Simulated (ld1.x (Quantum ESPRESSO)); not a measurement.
**Fluorine: generating and testing a PAW potential**

Task: generate the file, and judge it by its errors in other configurations, its logarithmic derivatives, its ghosts and its cutoff.

Program: ld1.x (Quantum ESPRESSO) 7.5. Reference atom: PBEsol, scalar-relativistic, spherical and spin-unpolarised. All values are calculated.

## 1. The design

The settings as typed:

| Property | Result |
| --- | --- |
| element | fluorine (F, Z = 9) |
| type | PAW |
| frozen core | [He] |
| valence charge | 7 |
| reference configuration | 2s2 2p5 |
| partial waves | 2s (bound): rcut 0.40, rcutus 0.55 bohr; 2s channel at -1.55 Ry: rcut 0.40, rcutus 0.55 bohr; 2p (bound): rcut 1.80, rcutus 2.15 bohr; 2p channel at -0.45 Ry: rcut 1.80, rcutus 2.15 bohr; 3d channel at 0.45 Ry: rcut 1.45, rcutus 1.80 bohr |
| local potential | all-electron potential smoothed inside 1.30 bohr (lloc = -1) |
| core correction | Bessel-smoothed model core inside 0.30 bohr |
| augmentation charge | PSQ, radius 0.35 bohr |

## 2. The generation run

The input, F.in:

```
 &input
   title='F', zed=9., rel=1, dft='PBESOL', iswitch=3,
   config='[He] 2s2 2p5 3d-2',
   nld=3, rlderiv=2.35, eminld=-4.0, emaxld=5.0, deld=0.02
 /
 &inputp
   pseudotype=3, lpaw=.true., tm=.true., lloc=-1, rcloc=1.30,
   nlcc=.true., new_core_ps=.true., rcore=0.30,
   which_augfun='PSQ', rmatch_augfun=0.35,
   file_pseudopw='F.UPF', file_wfcaegen='ae.wfc', file_wfcncgen='nc.wfc', file_beta='beta', file_chi='chi', file_wfcusgen='us.wfc'
 /
5
2S  1  0   2.00   0.00  0.40  0.55  0.0
2S  1  0   0.00  -1.55  0.40  0.55  0.0
2P  2  1   5.00   0.00  1.80  2.15  0.0
2P  2  1   0.00  -0.45  1.80  2.15  0.0
3D  3  2  -2.00   0.45  1.45  1.80  0.0
 &test
   configts(1)='2s2 2p5'
 /
```

The run is started by

```
$ ld1.x < F.in > F.out
```

Output in F.out (without the banner and most projector matrices):

```text
     Program LD1 v.7.5

     !!!!!!!!!!!!!!!!!!! WARNING !!!!!!!!!!!!!!!!!!!!!!!
     Message from routine ld1_readin:
     US requires at least two energies per channel 3D
     !!!!!!!!!!!!!!!!!!!!!!!!!!!!!!!!!!!!!!!!!!!!!!!!!!!
     --------------------------- All-electron run ----------------------------

     F
     scalar relativistic calculation

     atomic number is  9.00
     dft =PBESOL   lsd =0 sic =0 latt =0  beta=0.20 tr2=1.0E-14
     Exchange-correlation= PBESOL
                           (   1   4  10   8   0   0   0)
     mesh =1105 r(mesh) =  99.76081 a.u. xmin = -7.00 dx = 0.01250
     1 Ry =  13.60569312 eV, c = 137.03599908

     n l     nl                  e(Ry)          e(Ha)          e(eV)
     1 0     1S 1( 2.00)       -48.5945       -24.2973      -661.1624
     2 0     2S 1( 2.00)        -2.1844        -1.0922       -29.7204
     2 1     2P 1( 5.00)        -0.8123        -0.4061       -11.0517

     final scf error:  4.9E-15 reached in  22 iterations

     Etot =    -198.896219 Ry,     -99.448109 Ha,   -2706.120913 eV

     Ekin =     198.653027 Ry,      99.326514 Ha,    2702.812129 eV
     Encl =    -476.966171 Ry,    -238.483086 Ha,   -6489.455357 eV
     Eh   =      99.223089 Ry,      49.611545 Ha,    1349.998902 eV
     Exc  =     -19.806164 Ry,      -9.903082 Ha,    -269.476588 eV

     normalization and overlap integrals

     s(1S/1S) =  1.000000  <r> =   0.1767  <r2> =    0.0421  r(max) =   0.1139
     s(2S/2S) =  1.000000  <r> =   1.0060  <r2> =    1.2343  r(max) =   0.7617
     s(2P/2P) =  1.000000  <r> =   1.1047  <r2> =    1.6352  r(max) =   0.7066

     ------------------------ End of All-electron run ------------------------

     --------------------- Generating PAW atomic setup --------------------

      Generating local potential from pseudized AE potential:
      Matching radius rcloc =   1.3000

      Local pseudo, rcloc= 1.288 Estimated cut-off energy=    14.94 Ry

      Computing core charge for nlcc:

       r > 0.30 : true rho core
      Core charge pseudized with two Bessel functions
      Integrated core pseudo-charge :   1.36
      Wfc-us  2S rcutus= 0.550  Estimated cut-off energy=   135.07 Ry
      Wfc-us  2S rcutus= 0.550  Estimated cut-off energy=   135.83 Ry
      Wfc-us  2P rcutus= 2.177  Estimated cut-off energy=    17.37 Ry
      Wfc-us  2P rcutus= 2.177  Estimated cut-off energy=    28.27 Ry
      Wfc-us  3D rcutus= 1.782  Estimated cut-off energy=    32.12 Ry

     Required augmentation: PSQ   radius:    0.350000

     Q pseudized with Bessel functions
     Expected ecutrho=    3046.8551 due to l1=  2   l2=  2

     Estimated PAW energy =  -58.468200 Ryd

     The PAW screened D coefficients
    -0.26219    -0.32650     0.00000     0.00000     0.00000
    -0.32650    -0.40343     0.00000     0.00000     0.00000
     0.00000     0.00000    -0.95603    -0.48724     0.00000
     0.00000     0.00000    -0.48724    -0.29477     0.00000
     0.00000     0.00000     0.00000     0.00000    -0.01215

     The PAW descreened D coefficients (US)
    -0.08104    -0.08052     0.00000     0.00000     0.00000
    -0.08052    -0.06953     0.00000     0.00000     0.00000
     0.00000     0.00000     2.40808     1.33375     0.00000
     0.00000     0.00000     1.33375     0.67084     0.00000
     0.00000     0.00000     0.00000     0.00000    -0.00612

     ------------------- End of pseudopotential generation -------------------

     [... the all-electron block is printed once more ...]


     Computing logarithmic derivative in   2.36090
     Computing logarithmic derivative in   2.36090
     Computing the partial wave expansion
     R is outside the sphere for l=    0 j= 0.00
     R is outside the sphere for l=    0 j= 0.00
     R is outside the sphere for l=    1 j= 0.00
     R is outside the sphere for l=    1 j= 0.00
     R is outside the sphere for l=    2 j= 0.00

     ---------------------- Testing the pseudopotential ----------------------

     F
     scalar relativistic calculation

     atomic number is  9.00   valence charge is  7.00
     dft = SLA  PW   PSX  PSC   lsd =0 sic =0 latt =0  beta=0.20 tr2=1.0E-14
     mesh =1105 r(mesh) =  99.76081 xmin = -7.00 dx = 0.01250

     n l     nl             e AE (Ry)        e PS (Ry)    De AE-PS (Ry)
     1 0     2S   1( 2.00)       -2.18441       -2.18441        0.00000
     2 1     2P   1( 5.00)       -0.81228       -0.81228       -0.00000

     eps = 6.5E-15  iter =  3

     Etot =    -198.896219 Ry,     -99.448109 Ha,   -2706.120913 eV
     Etotps =   -58.468208 Ry,     -29.234104 Ha,    -795.500494 eV

     Ekin =      50.294623 Ry,      25.147311 Ha,     684.293205 eV
     Encl =    -131.371541 Ry,     -65.685770 Ha,   -1787.400870 eV
     Ehrt =      42.414874 Ry,      21.207437 Ha,     577.083761 eV
     Ecxc =     -19.806164 Ry,      -9.903082 Ha,    -269.476589 eV
     (Ecc =      -4.898572 Ry,      -2.449286 Ha,     -66.648466 eV)

     ---------------------- End of pseudopotential test ----------------------
```

It took 1.3 s on 1 thread of Neoverse-V1, shared host. This counts the later configuration tests of the new file too.

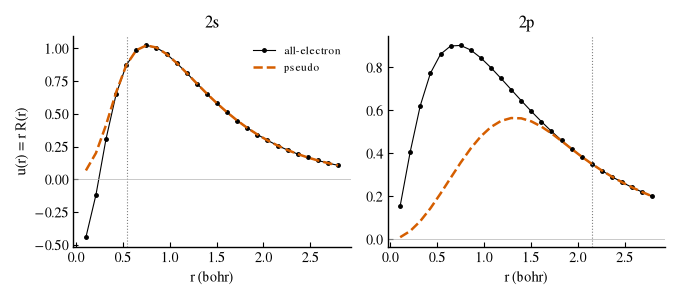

All-electron and pseudo partial waves (2s, 2p), with the matching radii dotted. The curves join 26 sampled radii.

## 3. Transferability test

The input, F.test.in:

```
 &input
   title='F', zed=9., rel=1, dft='PBESOL', iswitch=2,
   config='[He] 2s2 2p5 3d-2'
 /
 &test
   file_pseudo='F.UPF', nconf=8,
   configts(1)='2s2 2p5',
   configts(2)='2s2 2p4',
   configts(3)='2s2 2p3',
   configts(4)='2s2 2p2',
   configts(5)='2s2 2p1',
   configts(6)='2s1 2p5',
   configts(7)='2s1 2p6',
   configts(8)='2s2 2p4.5'
 /
```

The run is started by

```
$ ld1.x < F.test.in > F.test.out
```

F.test.out, the pseudopotential blocks, each with the warnings that came before it:

```text
     ---------------------- Testing the pseudopotential ----------------------

     F
     scalar relativistic calculation

     atomic number is  9.00   valence charge is  7.00
     dft =SLA  PW   PSX  PSC   lsd =0 sic =0 latt =0  beta=0.20 tr2=1.0E-14
     mesh =1105 r(mesh) =  99.76081 xmin = -7.00 dx = 0.01250

     n l     nl             e AE (Ry)        e PS (Ry)    De AE-PS (Ry)
     1 0     2S   1( 2.00)       -2.18441       -2.18441        0.00000
     2 1     2P   1( 5.00)       -0.81228       -0.81228       -0.00000

     eps = 6.5E-15  iter =  3

     Etot =    -198.896219 Ry,     -99.448109 Ha,   -2706.120914 eV
     Etotps =   -58.468208 Ry,     -29.234104 Ha,    -795.500494 eV

     Ekin =      50.294623 Ry,      25.147311 Ha,     684.293205 eV
     Encl =    -131.371541 Ry,     -65.685770 Ha,   -1787.400870 eV
     Ehrt =      42.414874 Ry,      21.207437 Ha,     577.083761 eV
     Ecxc =     -19.806164 Ry,      -9.903082 Ha,    -269.476589 eV
     (Ecc =      -4.898572 Ry,      -2.449286 Ha,     -66.648466 eV)

     ---------------------- End of pseudopotential test ----------------------

     Warning: n=2, l=1 expected 0 nodes, found 1
     ---------------------- Testing the pseudopotential ----------------------

     F
     [...]
     n l     nl             e AE (Ry)        e PS (Ry)    De AE-PS (Ry)
     1 0     2S   1( 2.00)       -3.46782       -3.47746        0.00963  !
     2 1     2P   1( 4.00)       -2.07413       -2.08380        0.00967  !

     eps = 3.8E-16  iter = 11

     Etot =    -197.476466 Ry,     -98.738233 Ha,   -2686.804198 eV
     Etotps =   -57.044465 Ry,     -28.522232 Ha,    -776.129484 eV
     dEtot_ae =       1.419752 Ry
     dEtot_ps =       1.423743 Ry,   Delta E=      -0.003991 Ry

     [...]
     ---------------------- End of pseudopotential test ----------------------

     ---------------------- Testing the pseudopotential ----------------------

     F
     [...]
     n l     nl             e AE (Ry)        e PS (Ry)    De AE-PS (Ry)
     1 0     2S   1( 2.00)       -4.97983       -5.00931        0.02948  !
     2 1     2P   1( 3.00)       -3.59242       -3.61806        0.02564  !

     eps = 7.0E-17  iter =  9

     Etot =    -194.663071 Ry,     -97.331535 Ha,   -2648.526005 eV
     Etotps =   -54.213173 Ry,     -27.106587 Ha,    -737.607795 eV
     dEtot_ae =       4.233148 Ry
     dEtot_ps =       4.255035 Ry,   Delta E=      -0.021887 Ry

     [...]
     ---------------------- End of pseudopotential test ----------------------

     ---------------------- Testing the pseudopotential ----------------------

     F
     [...]
     n l     nl             e AE (Ry)        e PS (Ry)    De AE-PS (Ry)
     1 0     2S   1( 2.00)       -6.68351       -6.73085        0.04734  !
     2 1     2P   1( 2.00)       -5.33500       -5.36220        0.02720  !

     eps = 1.0E-17  iter = 13

     Etot =    -190.217225 Ry,     -95.108612 Ha,   -2588.037187 eV
     Etotps =   -49.738347 Ry,     -24.869173 Ha,    -676.724682 eV
     dEtot_ae =       8.678994 Ry
     dEtot_ps =       8.729861 Ry,   Delta E=      -0.050867 Ry

     [...]
     ---------------------- End of pseudopotential test ----------------------

     Warning: n=1, l=0 expected 0 nodes, found 1
     ---------------------- Testing the pseudopotential ----------------------

     F
     [...]
     n l     nl             e AE (Ry)        e PS (Ry)    De AE-PS (Ry)
     1 0     2S   1( 2.00)       -8.55411       -8.59819        0.04408  !
     2 1     2P   1( 1.00)       -7.27887       -7.26422       -0.01464  !

     eps = 7.9E-15  iter = 33

     Etot =    -183.926283 Ry,     -91.963141 Ha,   -2502.444558 eV
     Etotps =   -43.436125 Ry,     -21.718062 Ha,    -590.978580 eV
     dEtot_ae =      14.969936 Ry
     dEtot_ps =      15.032083 Ry,   Delta E=      -0.062147 Ry

     [...]
     ---------------------- End of pseudopotential test ----------------------

     ---------------------- Testing the pseudopotential ----------------------

     F
     [...]
     n l     nl             e AE (Ry)        e PS (Ry)    De AE-PS (Ry)
     1 0     2S   1( 1.00)       -3.48092       -3.49082        0.00990  !
     2 1     2P   1( 5.00)       -2.08348       -2.09364        0.01016  !

     eps = 2.4E-16  iter =  9

     Etot =    -196.080875 Ry,     -98.040438 Ha,   -2667.816217 eV
     Etotps =   -55.649032 Ry,     -27.824516 Ha,    -757.143658 eV
     dEtot_ae =       2.815343 Ry
     dEtot_ps =       2.819175 Ry,   Delta E=      -0.003832 Ry

     [...]
     ---------------------- End of pseudopotential test ----------------------

     ---------------------- Testing the pseudopotential ----------------------

     F
     [...]
     n l     nl             e AE (Ry)        e PS (Ry)    De AE-PS (Ry)
     1 0     2S   1( 1.00)       -2.22012       -2.21986       -0.00026
     2 1     2P   1( 6.00)       -0.84401       -0.84365       -0.00037

     eps = 6.6E-15  iter =  7

     Etot =    -197.522087 Ry,     -98.761043 Ha,   -2687.424895 eV
     Etotps =   -57.094018 Ry,     -28.547009 Ha,    -776.803694 eV
     dEtot_ae =       1.374132 Ry
     dEtot_ps =       1.374189 Ry,   Delta E=      -0.000057 Ry

     [...]
     ---------------------- End of pseudopotential test ----------------------

     ---------------------- Testing the pseudopotential ----------------------

     F
     [...]
     n l     nl             e AE (Ry)        e PS (Ry)    De AE-PS (Ry)
     1 0     2S   1( 2.00)       -2.79410       -2.79737        0.00327
     2 1     2P   1( 4.50)       -1.40819       -1.41160        0.00342

     eps = 4.3E-15  iter =  9

     Etot =    -198.344238 Ry,     -99.172119 Ha,   -2698.610838 eV
     Etotps =   -57.915452 Ry,     -28.957726 Ha,    -787.979873 eV
     dEtot_ae =       0.551980 Ry
     dEtot_ps =       0.552755 Ry,   Delta E=      -0.000775 Ry

     [...]
     ---------------------- End of pseudopotential test ----------------------
```

The tests as a table, with energies relative to 2s2 2p5. A star marks tests that logged a warning.

```csv
valence configuration,charge,ΔE all-electron (eV),error AE − PS (meV)
2s2 2p4 *,+1,19.317,-54
2s2 2p3,+2,57.595,-298
2s2 2p2,+3,118.084,-692
2s2 2p1 *,+4,203.676,-846
2s1 2p5,+1,38.305,-52
2s1 2p6,0,18.696,-0.8
2s2 2p4.5,+0.5,7.510,-11
```

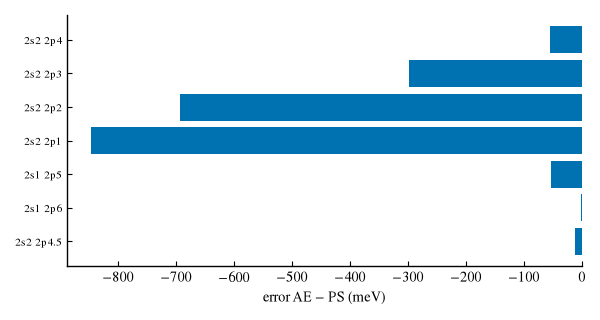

Error of the potential in each test configuration.

## 4. Logarithmic derivatives

Taken from the files of the generation run. The phase is arctan(r·u′/u) with u = r·R, unwrapped, with energies in Ry. A pole is an energy at which the radial function vanishes at the test radius. The pseudo phase is shifted by a multiple of π to meet the all-electron one at the reference energy. Levels narrower than the energy grid can be missing from the poles. The last column is the largest difference on the grid between −1 and +1 Ry.

```tsv
channel	radius (bohr)	reference (Ry)	poles AE	poles PS	window around the reference with phases within 0.05 rad (Ry)	largest difference near zero (rad)
s	2.36	-2.18	-2.07, 4.47	-2.07, 4.47	the whole range	0.001
p	2.36	-0.81	-0.62, 4.83	-0.62, 4.34	below 1.5	0.004
d	2.36	0.45	4.10	4.12	the whole range	0.000
```

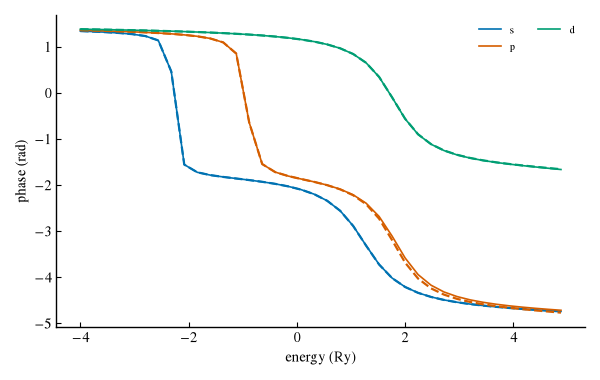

Phases by channel: all-electron solid, pseudo dashed.

## 5. Plane-wave convergence, by spherical Bessel functions

This step uses the generator's waves and projectors in a separate script. Basis: spherical Bessel functions vanishing at 20 bohr, q² up to the cutoff; potential fixed at the reference.

All-electron valence levels (Ry): 2s -2.1844, 2p -0.8123. The lowest levels of each channel (Ry) by cutoff; the last column sums, over occupied levels, occupation times the distance from the level at 400 Ry. A positive value at high cutoff is not a bound level.

```
cutoff (Ry)     s #1     p #1    d #1    f #1  Σ f·Δε (mRy)
          8  -1.5482  -0.7700  0.0807  0.1213        1483.9
         18  -1.5849  -0.8121  0.0807  0.1213        1200.1
         30  -1.7194  -0.8123  0.0807  0.1213         930.0
         50  -1.9871  -0.8123  0.0807  0.1213         394.7
         70  -2.1089  -0.8123  0.0807  0.1213         151.1
        110  -2.1767  -0.8123  0.0807  0.1213          15.5
        120  -2.1805  -0.8123  0.0807  0.1213           7.8
        160  -2.1839  -0.8123  0.0807  0.1213           1.1
        200  -2.1839  -0.8123  0.0807  0.1213           0.9
        260  -2.1843  -0.8123  0.0807  0.1213           0.2
        400  -2.1844  -0.8123  0.0807  0.1213           0.0
```

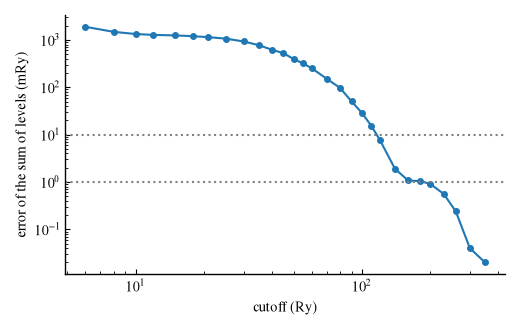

Occupation-weighted error of the valence levels against the cutoff; the dotted lines mark 10 and 1 mRy.

The sum stays within 10 mRy from 120 Ry and within 1 mRy from 200 Ry. The sum leaves out empty levels, which can need more. Ghost test: no level below the all-electron spectrum of its channel (s, p, d, f tested).

## 6. What came out

| quantity | value |
| --- | --- |
| cutoffs for 10 and 1 mRy, occupied levels | 120 Ry and 200 Ry |
| bound ghosts | none found |
| largest test error (AE − PS) | -846 meV, for 2s2 2p1 (one of 2 tests with a warning) |
| largest phase difference near zero energy, channels read | 0.004 rad |
| lowest eigenvalue of the overlap (Bessel basis) | 0.463 (s) |
| density cutoff estimated by the generator | 3047 Ry |

What this shows: The worst unpolarised test, 2s2 2p1, is off by 846 meV on 203.7 eV; by total energies transferability rates as poor. That test lies far up in energy; among those under 40 eV, nearer to bonding, the largest error is 54 meV. By its cutoff, 120 Ry for the looser tolerance, it is hard. The slowest occupied level is 2s: taken alone it needs 140 Ry to come within 1 mRy, against 15 Ry for 2p. It is free of bound ghosts as far as tested. Near zero energy the phases of the channels with partial waves agree within 0.004 rad.
